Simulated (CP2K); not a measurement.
# GFN1-xTB run of CH6BSb (SMILES [BH2][SbH][CH3])

Aim: the energy change on altering one bond length of CH6BSb at GFN1-xTB, from 2 runs. 

The results are computed with CP2K 2026.2.

1 further run of the same task is left out (set aside as unsound or not needed).

### 1 The molecule

The species is CH6BSb (9 atoms), meant as a singlet with charge 0. SMILES: `[BH2][SbH][CH3]`. Geometry: a GFN2-xTB relaxation, a rough one for these elements and not checked as a minimum.

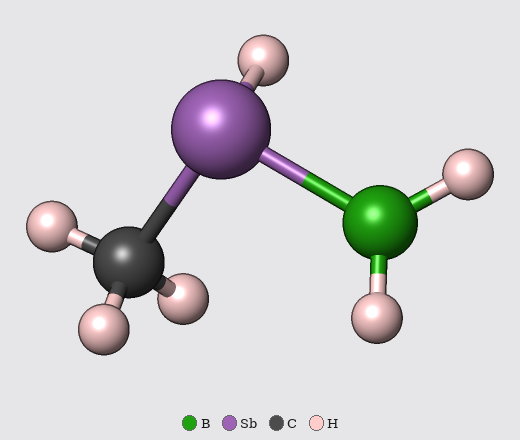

Viewed from a chosen angle; boron green, antimony purple, carbon dark grey, hydrogen pink.

### 2 Energy and forces at GFN1-xTB

File molecule.xyz:

```xyz
9

B     -0.747490     0.648450    -1.540640
Sb     0.694210     1.044980     0.028740
C      0.651120    -0.895540     0.987970
H     -0.683960    -0.345650    -2.146360
H     -1.469880     1.488470    -1.898070
H     -0.389370     1.737350     1.129650
H     -0.373120    -1.215930     1.140810
H      1.159010    -0.849020     1.943630
H      1.159480    -1.613100     0.354260
```

File job.py:

```python
import numpy as np
from ase.io import read
from ase.calculators.cp2k import CP2K

atoms = read("molecule.xyz")
atoms.set_cell([10.6, 11.4, 12.1])
atoms.center()
inp = """
&FORCE_EVAL
 METHOD QS
 &DFT
  CHARGE 0
  MULTIPLICITY 1
  &QS
   METHOD XTB
   EPS_DEFAULT 1.0E-10
   &XTB
    GFN_TYPE 1
    CHECK_ATOMIC_CHARGES F
   &END XTB
  &END QS
  &POISSON
   PERIODIC NONE
   POISSON_SOLVER ANALYTIC
  &END POISSON
  &SCF
   SCF_GUESS ATOMIC
   EPS_SCF 1.0E-06
   MAX_SCF 30
   &OT ON
    MINIMIZER CG
    PRECONDITIONER FULL_SINGLE_INVERSE
   &END OT
   &OUTER_SCF
    EPS_SCF 1.0E-06
    MAX_SCF 8
   &END OUTER_SCF
  &END SCF
  &PRINT
   &MOMENTS
    PERIODIC F
    REFERENCE COM
    MAX_MOMENT 1
   &END MOMENTS
   &MO_CUBES
    NLUMO 1
    NHOMO -1
    WRITE_CUBE F
   &END MO_CUBES
   &HIRSHFELD OFF
   &END HIRSHFELD
  &END PRINT
 &END DFT
 &SUBSYS
 &END SUBSYS
&END FORCE_EVAL
"""
calc = CP2K(command="cp2k.psmp -s", label="gas", inp=inp, basis_set=None, basis_set_file=None, potential_file=None, pseudo_potential=None, xc=None, cutoff=None, max_scf=None, charge=None, uks=False,
            force_eval_method=None, print_level="LOW", poisson_solver=None, stress_tensor=False)
atoms.calc = calc
e = atoms.get_potential_energy()
f = atoms.get_forces()
print(f"energy = {e:.6f} eV")
print("forces (eV/angstrom):")
for s, v in zip(atoms.get_chemical_symbols(), f):
    print(f"{s:2s} {v[0]:10.5f} {v[1]:10.5f} {v[2]:10.5f}")
```

Command:

```
$ OMP_NUM_THREADS=1 python job.py
```

The program printed:

```text
energy = -250.195468 eV
forces (eV/angstrom):
B    -0.07817   -0.08382    0.57921
Sb    0.89522    0.43229    0.49563
C    -0.13651    0.01219   -0.06830
H    -0.11056   -0.40393   -0.56866
H    -0.47462    0.31789   -0.48956
H    -0.12031    0.00136   -0.07798
H    -0.01255   -0.15737    0.07201
H     0.02074   -0.03083    0.05459
H     0.01677   -0.08778    0.00306
```

gas.out, cut to the lines that bear on the results:

```text
CP2K| version string:                                       CP2K version 2026.2
[...]
 GLOBAL| Method name                                                        CP2K
[...]
 GLOBAL| Run type                                                   ENERGY_FORCE
[...]
 *** WARNING in qs_kind_types.F:2330 :: Information provided in the input ***
 *** file regarding BASIS for KIND <B> will be ignored!                   ***
 *** WARNING in qs_kind_types.F:2330 :: Information provided in the input ***
 *** file regarding BASIS for KIND <Sb> will be ignored!                  ***
 *** WARNING in qs_kind_types.F:2330 :: Information provided in the input ***
 *** file regarding BASIS for KIND <C> will be ignored!                   ***
 *** WARNING in qs_kind_types.F:2330 :: Information provided in the input ***
 *** file regarding BASIS for KIND <H> will be ignored!                   ***
[...]
                             - Atoms:                                          9
[...]
                             - Spherical basis functions:                     29
[...]
 Number of electrons:                                                         18
[...]
     1 OT CG       0.80E-01    0.0     0.09252726        -9.1296201907 -9.13E+00
[...]
    15 OT CG       0.11E+00    0.0     0.00000087        -9.1945146639 -6.21E-11
  *** SCF run converged in    15 steps ***
[...]
 TB_DIPOLE| Moment [Debye]          0.74459944       0.58874208      -0.27838738
 TB_DIPOLE| Derivative [a.u.]       0.00000000       0.00000000       0.00000000
[...]
 ENERGY| Total FORCE_EVAL ( QS ) energy [hartree]             -9.194514663917028
[...]
```

Wall time 1.8 s (1 thread of Arm Neoverse N1, shared host); peak memory 0.15 GiB.

### 3 The distorted shape at the same level

File molecule.xyz:

```xyz
9

B     -0.494652     0.354441    -1.415539
Sb     0.947048     0.750971     0.153841
C      0.903958    -1.189549     1.113071
H     -0.431122    -0.639659    -2.021259
H     -1.469880     1.488470    -1.898070
H     -0.136532     1.443341     1.254751
H     -0.120282    -1.509939     1.265911
H      1.411848    -1.143029     2.068731
H      1.412318    -1.907109     0.479361
```

File run.py:

```python
import numpy as np
from ase.io import read
from ase.calculators.cp2k import CP2K

atoms = read("molecule.xyz")
atoms.set_cell([10.9, 11.4, 12.1])
atoms.center()
inp = """
&FORCE_EVAL
   METHOD Quickstep
   &DFT
      ! Quickstep
      &QS
         METHOD XTB
         EPS_DEFAULT 1.0E-10
         &XTB
            GFN_TYPE 1
            CHECK_ATOMIC_CHARGES F
         &END XTB
      &END QS
      ! isolated system
      &POISSON
         PERIODIC NONE
         POISSON_SOLVER ANALYTIC
      &END POISSON
      &SCF
         SCF_GUESS ATOMIC
         EPS_SCF 1.0E-06
         MAX_SCF 30
         &OT
            MINIMIZER CG
            PRECONDITIONER FULL_SINGLE_INVERSE
         &END OT
         &OUTER_SCF
            EPS_SCF 1.0E-06
            MAX_SCF 8
         &END OUTER_SCF
      &END SCF
      &PRINT
         &MOMENTS
            PERIODIC F
            REFERENCE COM
            MAX_MOMENT 1
         &END MOMENTS
         &MO_CUBES
            NLUMO 1
            NHOMO -1
            WRITE_CUBE F
         &END MO_CUBES
         &HIRSHFELD OFF
         &END HIRSHFELD
      &END PRINT
   &END DFT
   &SUBSYS
   &END SUBSYS
&END FORCE_EVAL
"""
calc = CP2K(command="cp2k.psmp -s", label="mol", inp=inp, basis_set=None, basis_set_file=None, potential_file=None, pseudo_potential=None, xc=None, cutoff=None, max_scf=None, charge=None, uks=False,
            force_eval_method=None, print_level="LOW", poisson_solver=None, stress_tensor=False)
atoms.calc = calc
e = atoms.get_potential_energy()
f = atoms.get_forces()
print(f"energy = {e:.6f} eV")
print("forces (eV/angstrom):")
for s, v in zip(atoms.get_chemical_symbols(), f):
    print(f"{s:2s} {v[0]:10.5f} {v[1]:10.5f} {v[2]:10.5f}")
```

Command:

```
$ OMP_NUM_THREADS=1 python run.py
```

The program printed:

```text
energy = -249.399279 eV
forces (eV/angstrom):
B    -2.04986    2.32252   -0.29353
Sb    0.71767    0.56947    0.37739
C    -0.18059   -0.01984   -0.09453
H    -0.29033   -0.26382   -0.73205
H     1.86655   -2.35479    0.69754
H    -0.08786    0.00233   -0.07649
H    -0.01111   -0.15794    0.07299
H     0.01892   -0.01149    0.04395
H     0.01660   -0.08644    0.00471
```

mol.out, cut to the lines that bear on the results:

```text
CP2K| version string:                                       CP2K version 2026.2
[...]
 GLOBAL| Method name                                                        CP2K
[...]
 GLOBAL| Run type                                                   ENERGY_FORCE
[...]
 *** WARNING in qs_kind_types.F:2330 :: Information provided in the input ***
 *** file regarding BASIS for KIND <B> will be ignored!                   ***
 *** WARNING in qs_kind_types.F:2330 :: Information provided in the input ***
 *** file regarding BASIS for KIND <Sb> will be ignored!                  ***
 *** WARNING in qs_kind_types.F:2330 :: Information provided in the input ***
 *** file regarding BASIS for KIND <C> will be ignored!                   ***
 *** WARNING in qs_kind_types.F:2330 :: Information provided in the input ***
 *** file regarding BASIS for KIND <H> will be ignored!                   ***
[...]
                             - Atoms:                                          9
[...]
                             - Spherical basis functions:                     29
[...]
 Number of electrons:                                                         18
[...]
     1 OT CG       0.80E-01    0.0     0.10570199        -9.0912345231 -9.09E+00
[...]
    15 OT CG       0.10E+00    0.0     0.00000063        -9.1652552741 -3.26E-11
  *** SCF run converged in    15 steps ***
[...]
 TB_DIPOLE| Moment [Debye]          1.04521911       0.23818872      -0.04418382
 TB_DIPOLE| Derivative [a.u.]       0.00000000       0.00000000       0.00000000
[...]
 ENERGY| Total FORCE_EVAL ( QS ) energy [hartree]             -9.165255274125483
[...]
```

Wall time 1.9 s (1 thread of Arm Neoverse N1, shared host); peak memory 0.15 GiB.

### 4 Results

At GFN1-xTB:

| quantity | value |
| --- | --- |
| first shape: total energy | -9.19451 Eh |
| first shape: dipole moment (from atomic charges alone) | 0.99 D |
| first shape: HOMO energy | -10.61 eV |
| first shape: dispersion energy | -6.81 kJ/mol |
| distorted shape: total energy | -9.16526 Eh |
| distorted shape: dipole moment (from atomic charges alone) | 1.07 D |
| distorted shape: HOMO energy | -10.75 eV |
| distorted shape: dispersion energy | -7.63 kJ/mol |
| energy change with the B1–H5 bond stretched from 1.164 to 1.572 Å | 0.796 eV |

With the B1–H5 bond stretched from 1.164 to 1.572 Å the energy rises by 0.80 eV (18.4 kcal/mol). The first shape isn't relaxed at this level, so the change isn't measured from a minimum. The dipole (first shape) comes from point charges on the atoms alone, without atomic dipoles, so it is partial. The dipole (distorted shape) comes from point charges on the atoms alone, without atomic dipoles, so it is partial.
